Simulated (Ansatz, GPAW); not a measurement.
# A 4-layer slab of Cu(100) in an electric field, part 2 of 3

Aim: the dipole that a field along the normal induces in a 4-layer slab of Cu(100).

GPAW 26.7.0 and Ansatz 0.2.0; Ansatz plane waves; slab in vacuum with a dipole correction, relaxation (the session's first sound run).

So far, upper work function (eV): step 2 (relaxing the atoms) 4.57.

**3. The slab's potential**

The work function is the vacuum plateau of the electrostatic potential less the Fermi level; a dipole layer lets the two faces have plateaus of their own.

This step: GPAW, PAW setups; slab in vacuum (GPAW 26.7.0).

Input file run.py:

```python
import json
import numpy as np
from ase import Atoms
from gpaw import GPAW, PW

slab = Atoms(
    ['Cu', 'Cu', 'Cu', 'Cu'],
    positions=[
        [1.27633, 1.27633, 8.00000],
        [0.00000, 0.00000, 9.80500],
        [1.27633, 1.27633, 11.64160],
        [-0.00000, 0.00000, 13.41872]],
    cell=[[2.55266, 0.0, 0.0], [0.0, 2.55266, 0.0], [0.0, 0.0, 21.415]],
    pbc=[True, True, False])

slab.calc = GPAW(mode=PW(400), xc='PBE', kpts={'size': (12, 12, 1), 'gamma': True},
                 occupations={'name': 'fermi-dirac', 'width': 0.1}, nbands='160%',
                 convergence={'density': 1e-05}, maxiter=200,
                 poissonsolver={'dipolelayer': 'xy'},
                 symmetry={'tolerance': 1e-3}, txt='slab.txt')
result = {}
energy = slab.get_potential_energy()
fermi = slab.calc.get_fermi_level()
v = slab.calc.get_electrostatic_potential().mean((0, 1)) - fermi
n = slab.calc.get_pseudo_density().mean((0, 1))
L = slab.cell[2, 2]
z = np.arange(len(v)) * L / len(v)
low, high = slab.positions[:, 2].min(), slab.positions[:, 2].max()
below, above = np.interp([low - 5.8, high + 5.8], z, v)
slopes = [np.interp(x, z, np.gradient(v, z)) for x in (low - 5.8, high + 5.8)]
eps = np.array([[slab.calc.get_eigenvalues(k, s) for k in range(len(slab.calc.get_ibz_k_points()))]
                for s in range(slab.calc.get_number_of_spins())]) - fermi
top, bottom = eps[eps < 0].max(), eps[eps > 0].min()
dipole = slab.get_dipole_moment()[2]
print(f'energy {energy:.4f} eV, Fermi level {fermi:.4f} eV, dipole {dipole:.5f} e A')
print(f'potential 5.8 A off the faces, from the Fermi level: lower {below:.4f} eV, upper {above:.4f} eV')
print(f'slope of the potential there: lower {slopes[0]:.5f}, upper {slopes[1]:.5f} eV/A')
print(f'nearest levels on the mesh: {top:.4f} and {bottom:.4f} eV')
print('magnetic moment', round(slab.get_magnetic_moment(), 3))
result.update(energy=energy, fermi=fermi, dipole=dipole, below=below, above=above, slopes=slopes, edges=[top, bottom],
              z=z.tolist(), v=v.tolist(), n=n.tolist(), positions=slab.positions.tolist(),
              forces=slab.get_forces(apply_constraint=False).tolist(), moments=slab.get_magnetic_moments().tolist())
json.dump(result, open('result.json', 'w'))
```

Launch:

```console
$ OMP_NUM_THREADS=1 OPENBLAS_NUM_THREADS=1 python run.py
```

The log of the run:

```text
energy -12.9809 eV, Fermi level -0.2427 eV, dipole 0.00040 e A
potential 5.8 A off the faces, from the Fermi level: lower 4.5685 eV, upper 4.5571 eV
slope of the potential there: lower -0.00018, upper 0.00018 eV/A
nearest levels on the mesh: -0.0176 and 0.0700 eV
magnetic moment 0.0
```

It took 29 s on 1 thread of Intel Xeon 6975P-C (Granite Rapids), shared host; peak memory 0.2 GiB.

Numbers from this step:

```yaml
dipole_along_the_normal: 3.99e-4 e·Å
levels_nearest_the_fermi_level_on_the_mesh: -0.01763, 0.06996 eV from the Fermi level
upper_work_function: 4.557 eV
lower_work_function: 4.569 eV
```

The electrostatic potential energy of an electron (without an applied field's), less the Fermi level, planar mean oscillates, so the rows of the table below give means over windows of 1 Å about each position, cut where the curve ends. Its maxima inside the range that stand out by 2 % of the span (Å: eV): 8.9: -1.55, 10.7: -1.37, 12.5: -1.81. Its minima: 8.0: -15.8, 9.9: -16.0, 11.7: -16.1, 13.4: -15.8.

The electrostatic potential energy of an electron (without an applied field's), less the Fermi level, planar mean by z; means over each step:

```csv
z (Å),"electrostatic potential energy of an electron (without an applied field's), less the Fermi level, planar mean (eV)"
0,4.57
1,4.57
2,4.57
3,4.57
4,4.57
5,4.54
6,4.27
7,0.863
8,-11.7
9,-4.24
10,-11.2
11,-5.50
12,-9.48
13,-8.50
14,-5.04
15,3.71
16,4.49
17,4.55
18,4.56
19,4.56
20,4.56
21,4.56
```

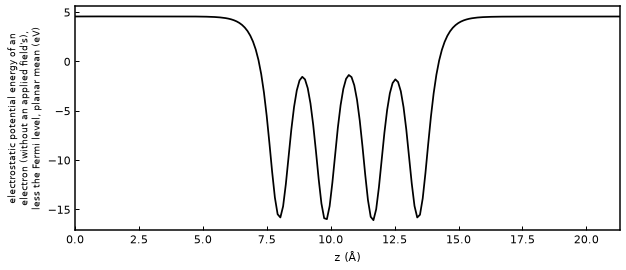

Electrostatic potential energy of an electron (without an applied field's), less the Fermi level, planar mean, plotted against z.

The pseudo valence density, planar mean oscillates, so the rows of the table below give means over windows of 1.93 Å about each position, cut where the curve ends. Its maxima inside the range that stand out by 2 % of the span (Å: e/Å³): 7.9: 2.03, 9.9: 2.09, 11.6: 2.03, 13.5: 2.04. Its minima: 9.0: 0.313, 10.7: 0.293, 12.4: 0.330.

Table of pseudo valence density, planar mean by z; means over each step:

| z (Å) | pseudo valence density, planar mean (e/Å³) |
| --- | --- |
| 2.90 | 8.3e-6 |
| 4.83 | 9.7e-4 |
| 6.76 | 0.189 |
| 8.69 | 0.970 |
| 10.62 | 0.964 |
| 12.55 | 1.03 |
| 14.48 | 0.346 |
| 16.41 | 0.00157 |
| 18.34 | 1.3e-5 |

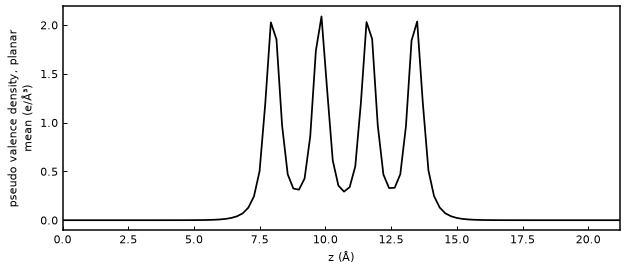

Pseudo valence density, planar mean, plotted against z.

Force by atom:

```csv
atom,x (eV/Å),y (eV/Å),z (eV/Å),size
Cu1,0.000,0.000,0.043,0.043
Cu2,0.000,0.000,-0.101,0.101
Cu3,0.000,0.000,-0.008,0.008
Cu4,0.000,0.000,0.066,0.066
```

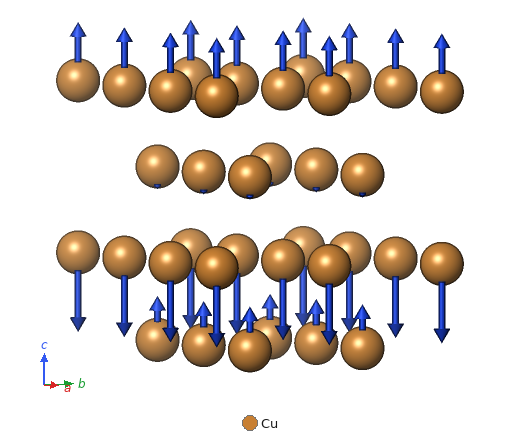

Force as arrows, the longest 0.101 eV/Å. 3×2×1 cells are drawn. Some periodic images of atoms are drawn too.

The potential is flat to 1.8e-4 eV/Å where it is read, so the vacuum is wide enough. The geometry is the other program's minimum; here the largest force on a free atom is 0.066 eV/Å.

**4. In a field**

A uniform field along the normal polarises the slab; the atoms stay fixed, so this is the electronic response alone.

run.py, as its differences from that of step 3:

```diff
@@ -4,2 +4,3 @@
 from gpaw import GPAW, PW
+from gpaw.external import ConstantElectricField
 
@@ -19,2 +20,3 @@
                  poissonsolver={'dipolelayer': 'xy'},
+                 external=ConstantElectricField(-0.2, [0, 0, 1]),
                  symmetry={'tolerance': 1e-3}, txt='slab.txt')
```

The log of the run:

```text
energy -12.9869 eV, Fermi level -0.2458 eV, dipole -0.06111 e A
potential 5.8 A off the faces, from the Fermi level: lower 3.7198 eV, upper 5.4167 eV
slope of the potential there: lower -0.00016, upper 0.00022 eV/A
nearest levels on the mesh: -0.0127 and 0.0695 eV
magnetic moment 0.0
```

Run time: 2 min. Hardware: 1 thread; peak memory 0.31 GiB.

This step gave:

| Quantity | Value |
| --- | --- |
| dipole along the normal | -0.06111 e·Å |
| levels nearest the Fermi level on the mesh | -0.01268, 0.06952 eV from the Fermi level |
| potential below the slab, the applied field's own ramp left out | 3.720 eV from the Fermi level |
| potential above the slab, the applied field's own ramp left out | 5.417 eV from the Fermi level |

The electrostatic potential energy of an electron (without an applied field's), less the Fermi level, planar mean oscillates, so the rows of the table below give means over windows of 1 Å about each position, cut where the curve ends. Its maxima inside the range that stand out by 2 % of the span (Å: eV): 8.9: -1.91, 10.7: -1.37, 12.5: -1.45, 20.9: 5.42. Its minima: 8.0: -16.3, 9.9: -16.2, 11.7: -15.9, 13.4: -15.3.

Electrostatic potential energy of an electron (without an applied field's), less the Fermi level, planar mean against z; means over each step:

| z (Å) | electrostatic potential energy of an electron (without an applied field's), less the Fermi level, planar mean (eV) |
| --- | --- |
| 0 | 4.04 |
| 1 | 3.72 |
| 2 | 3.72 |
| 3 | 3.72 |
| 4 | 3.72 |
| 5 | 3.70 |
| 6 | 3.45 |
| 7 | 0.131 |
| 8 | -12.3 |
| 9 | -4.58 |
| 10 | -11.3 |
| 11 | -5.44 |
| 12 | -9.22 |
| 13 | -8.05 |
| 14 | -4.38 |
| 15 | 4.51 |
| 16 | 5.34 |
| 17 | 5.41 |
| 18 | 5.42 |
| 19 | 5.42 |
| 20 | 5.42 |
| 21 | 5.31 |

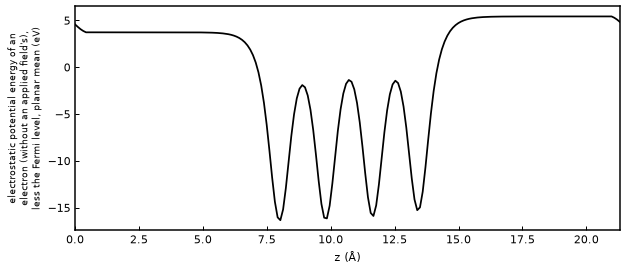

Electrostatic potential energy of an electron (without an applied field's), less the Fermi level, planar mean, plotted against z.

Force by atom:

| atom | x (eV/Å) | y (eV/Å) | z (eV/Å) | size |
| --- | --- | --- | --- | --- |
| Cu1 | 0.000 | 0.000 | 0.045 | 0.045 |
| Cu2 | 0.000 | 0.000 | -0.103 | 0.103 |
| Cu3 | 0.000 | 0.000 | -0.011 | 0.011 |
| Cu4 | 0.000 | 0.000 | 0.070 | 0.070 |

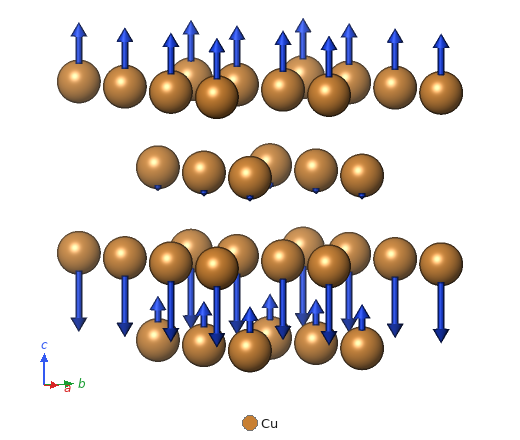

Force as arrows, the longest 0.103 eV/Å. 3×2×1 cells are drawn. Some periodic images of atoms are drawn too.

The dipole is now -0.0611 e Å, against 4.0e-4 in the run without a field.

**5. In a field**

run.py, as its differences from that of step 4:

```diff
@@ -20,3 +20,3 @@
                  poissonsolver={'dipolelayer': 'xy'},
-                 external=ConstantElectricField(-0.2, [0, 0, 1]),
+                 external=ConstantElectricField(-0.1, [0, 0, 1]),
                  symmetry={'tolerance': 1e-3}, txt='slab.txt')
```

The log of the run:

```text
energy -12.9824 eV, Fermi level -0.2435 eV, dipole -0.03034 e A
potential 5.8 A off the faces, from the Fermi level: lower 4.1429 eV, upper 4.9855 eV
slope of the potential there: lower -0.00017, upper 0.00020 eV/A
nearest levels on the mesh: -0.0152 and 0.0699 eV
magnetic moment 0.0
```

Run time: 1.9 min. Hardware: 1 thread; peak memory 0.31 GiB.

This step gave:

```
dipole along the normal                                         : -0.03034 e·Å
levels nearest the Fermi level on the mesh                      : -0.01524, 0.06994 eV from the Fermi level
potential below the slab, the applied field's own ramp left out : 4.143 eV from the Fermi level
potential above the slab, the applied field's own ramp left out : 4.986 eV from the Fermi level
```

The electrostatic potential energy of an electron (without an applied field's), less the Fermi level, planar mean oscillates, so the rows of the table below give means over windows of 1 Å about each position, cut where the curve ends. Its maxima inside the range that stand out by 2 % of the span (Å: eV): 8.9: -1.73, 10.7: -1.37, 12.5: -1.63. Its minima: 8.0: -16.1, 9.9: -16.1, 11.7: -16.0, 13.4: -15.5.

The electrostatic potential energy of an electron (without an applied field's), less the Fermi level, planar mean by z; means over each step:

| z (Å) | electrostatic potential energy of an electron (without an applied field's), less the Fermi level, planar mean (eV) |
| --- | --- |
| 0 | 4.30 |
| 1 | 4.14 |
| 2 | 4.14 |
| 3 | 4.14 |
| 4 | 4.14 |
| 5 | 4.12 |
| 6 | 3.86 |
| 7 | 0.497 |
| 8 | -12.0 |
| 9 | -4.41 |
| 10 | -11.2 |
| 11 | -5.47 |
| 12 | -9.35 |
| 13 | -8.27 |
| 14 | -4.71 |
| 15 | 4.11 |
| 16 | 4.91 |
| 17 | 4.98 |
| 18 | 4.98 |
| 19 | 4.99 |
| 20 | 4.99 |
| 21 | 4.94 |

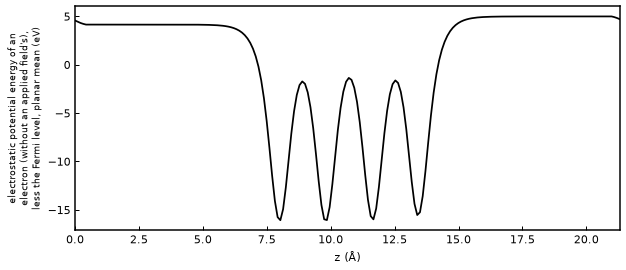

Electrostatic potential energy of an electron (without an applied field's), less the Fermi level, planar mean against z.

Force by atom:

```
atom  x (eV/Å)  y (eV/Å)  z (eV/Å)   size
 Cu1     0.000     0.000     0.044  0.044
 Cu2     0.000     0.000    -0.102  0.102
 Cu3     0.000     0.000    -0.009  0.009
 Cu4     0.000     0.000     0.068  0.068
```

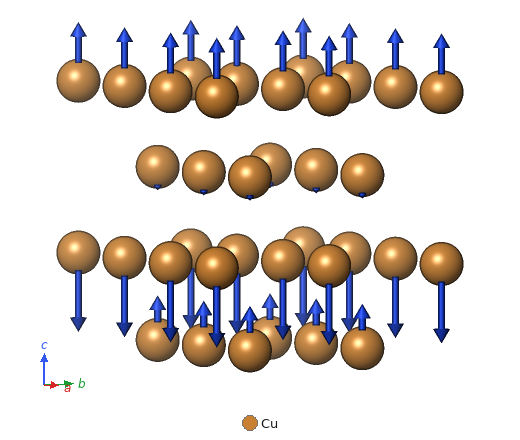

Force as arrows, the longest 0.102 eV/Å. 3×2×1 cells are drawn. Some periodic images of atoms are drawn too.

The dipole is now -0.0303 e Å, against 4.0e-4 in the run without a field.

**6. Field on**

run.py, as its differences from that of step 5:

```diff
@@ -20,3 +20,3 @@
                  poissonsolver={'dipolelayer': 'xy'},
-                 external=ConstantElectricField(-0.1, [0, 0, 1]),
+                 external=ConstantElectricField(-0.05, [0, 0, 1]),
                  symmetry={'tolerance': 1e-3}, txt='slab.txt')
```

The log of the run:

```text
energy -12.9812 eV, Fermi level -0.2430 eV, dipole -0.01500 e A
potential 5.8 A off the faces, from the Fermi level: lower 4.3551 eV, upper 4.7716 eV
slope of the potential there: lower -0.00018, upper 0.00019 eV/A
nearest levels on the mesh: -0.0170 and 0.0700 eV
magnetic moment 0.0
```

The job ended after 3.3 min (1 thread; peak memory 0.31 GiB).

The electrostatic potential energy of an electron (without an applied field's), less the Fermi level, planar mean oscillates, so the rows of the table below give means over windows of 2 Å about each position, cut where the curve ends. Its maxima inside the range that stand out by 2 % of the span (Å: eV): 8.9: -1.64, 10.7: -1.37, 12.5: -1.72. Its minima: 8.0: -15.9, 9.9: -16.0, 11.7: -16.0, 13.4: -15.7.

The electrostatic potential energy of an electron (without an applied field's), less the Fermi level, planar mean by z; means over each step:

```csv
z (Å),"electrostatic potential energy of an electron (without an applied field's), less the Fermi level, planar mean (eV)"
0,4.39
2,4.36
4,4.35
6,3.80
8,-7.01
10,-7.53
12,-7.88
14,-4.84
16,4.64
18,4.77
20,4.77
```

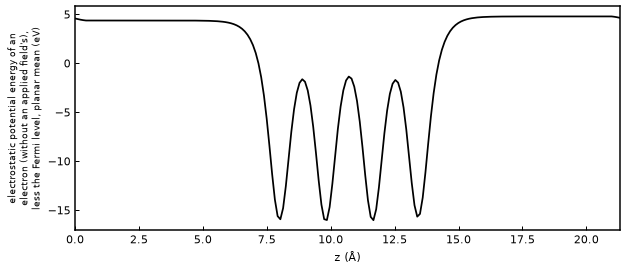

Electrostatic potential energy of an electron (without an applied field's), less the Fermi level, planar mean against z.

**7. Field on**

run.py, as its differences from that of step 6:

```diff
@@ -20,3 +20,3 @@
                  poissonsolver={'dipolelayer': 'xy'},
-                 external=ConstantElectricField(-0.05, [0, 0, 1]),
+                 external=ConstantElectricField(0.05, [0, 0, 1]),
                  symmetry={'tolerance': 1e-3}, txt='slab.txt')
```

The log of the run:

```text
energy -12.9813 eV, Fermi level -0.2428 eV, dipole 0.01578 e A
potential 5.8 A off the faces, from the Fermi level: lower 4.7821 eV, upper 4.3438 eV
slope of the potential there: lower -0.00011, upper 0.00017 eV/A
nearest levels on the mesh: -0.0185 and 0.0699 eV
magnetic moment 0.0
```

Run time: 1.9 min. Hardware: 1 thread; peak memory 0.31 GiB.

The electrostatic potential energy of an electron (without an applied field's), less the Fermi level, planar mean oscillates, so the rows of the table below give means over windows of 2 Å about each position, cut where the curve ends. Its maxima inside the range that stand out by 2 % of the span (Å: eV): 8.9: -1.46, 10.7: -1.37, 12.5: -1.90. Its minima: 8.0: -15.7, 9.9: -15.9, 11.7: -16.1, 13.4: -15.9.

The electrostatic potential energy of an electron (without an applied field's), less the Fermi level, planar mean by z; means over each step:

```
z (Å)  electrostatic potential energy of an electron (without an applied field's), less the Fermi level, planar mean (eV)
    0                                                                                                                4.74
    2                                                                                                                4.78
    4                                                                                                                4.78
    6                                                                                                                4.21
    8                                                                                                               -6.74
   10                                                                                                               -7.46
   12                                                                                                               -8.01
   14                                                                                                               -5.16
   16                                                                                                                4.22
   18                                                                                                                4.34
   20                                                                                                                4.34
```

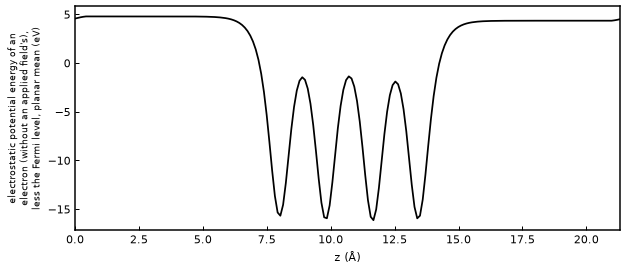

Electrostatic potential energy of an electron (without an applied field's), less the Fermi level, planar mean against z.

**8. In a field**

run.py, as its differences from that of step 7:

```diff
@@ -20,3 +20,3 @@
                  poissonsolver={'dipolelayer': 'xy'},
-                 external=ConstantElectricField(0.05, [0, 0, 1]),
+                 external=ConstantElectricField(0.1, [0, 0, 1]),
                  symmetry={'tolerance': 1e-3}, txt='slab.txt')
```

The log of the run:

```text
energy -12.9824 eV, Fermi level -0.2435 eV, dipole 0.03113 e A
potential 5.8 A off the faces, from the Fermi level: lower 4.9964 eV, upper 4.1320 eV
slope of the potential there: lower -0.00021, upper 0.00017 eV/A
nearest levels on the mesh: -0.0203 and 0.0695 eV
magnetic moment 0.0
```

Wall time 1.9 min (1 thread); peak memory 0.31 GiB.

The dipole is now 0.0311 e Å, against 4.0e-4 in the run without a field.

**9. Field on**

run.py, as its differences from that of step 8:

```diff
@@ -20,3 +20,3 @@
                  poissonsolver={'dipolelayer': 'xy'},
-                 external=ConstantElectricField(0.1, [0, 0, 1]),
+                 external=ConstantElectricField(0.2, [0, 0, 1]),
                  symmetry={'tolerance': 1e-3}, txt='slab.txt')
```

The log of the run:

```text
energy -12.9871 eV, Fermi level -0.2457 eV, dipole 0.06192 e A
potential 5.8 A off the faces, from the Fermi level: lower 5.4277 eV, upper 3.7082 eV
slope of the potential there: lower -0.00021, upper 0.00016 eV/A
nearest levels on the mesh: -0.0222 and 0.0687 eV
magnetic moment 0.0
```

It took 1.7 min on 1 thread; peak memory 0.31 GiB.

The electrostatic potential energy of an electron (without an applied field's), less the Fermi level, planar mean oscillates, so the rows of the table below give means over windows of 1.82 Å about each position, cut where the curve ends. Its maxima inside the range that stand out by 2 % of the span (Å: eV): 0.7: 5.43, 8.9: -1.19, 10.7: -1.37, 12.5: -2.17. Its minima: 8.0: -15.3, 9.9: -15.8, 11.7: -16.3, 13.4: -16.3.

Table of electrostatic potential energy of an electron (without an applied field's), less the Fermi level, planar mean by z; means over each step:

```
z (Å)  electrostatic potential energy of an electron (without an applied field's), less the Fermi level, planar mean (eV)
 0.91                                                                                                                5.34
 2.73                                                                                                                5.43
 4.55                                                                                                                5.41
 6.37                                                                                                                4.12
 8.19                                                                                                               -7.24
10.01                                                                                                               -7.83
11.83                                                                                                               -8.33
13.65                                                                                                               -7.66
15.47                                                                                                                3.31
17.29                                                                                                                3.70
19.11                                                                                                                3.71
20.93                                                                                                                3.77
```

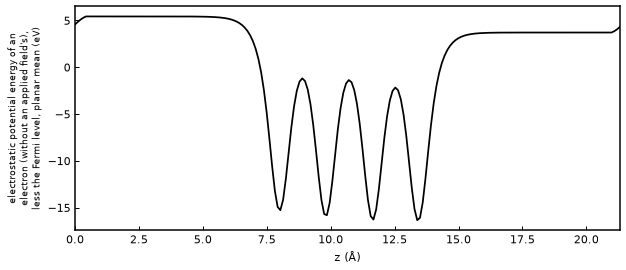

Electrostatic potential energy of an electron (without an applied field's), less the Fermi level, planar mean, plotted against z.

The dipole is now 0.0619 e Å, against 4.0e-4 in the run without a field.

(Part 2 of 3 ends here.)

[Logs are printed without paths, hosts, clocks, repeated set-up lines and the standing remarks that a program may print on its own settings, such as how far it seeks lower states.]

[Hosts, paths, dates, database ids (printed as entryN), source tags and the programs' standing remarks are cut or masked in the printed files.]
